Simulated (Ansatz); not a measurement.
# Pressure series in hypothetical I-43d Si3P4

Consider Si3P4 (space group I-43d, No. 220; a = 8.083 Å; a hypothetical phase, not in the database extracts checked).

Cell and atoms are relaxed at each pressure.

Computed with Kohn–Sham DFT with the PBE functional, run in Ansatz (a first-principles code) with PAW and 420 eV plane waves, no spin-orbit coupling.

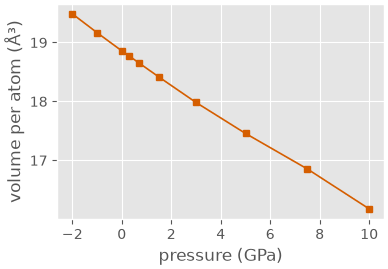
Figure: Volume per atom against pressure

Q: From the plot, what is the volume per atom for pressure 1.5 GPa?

A: About 18.4 Å³.

Q: Is the trend monotonic over the range shown?

A: Yes, it falls throughout, spanning 16.18 Å³ to 19.49 Å³.

Load acts through the strain it causes; cell and atoms are relaxed under it. Stability against distortions was not tested. No other phases were tried under pressure. The final runs are not spin-polarised.
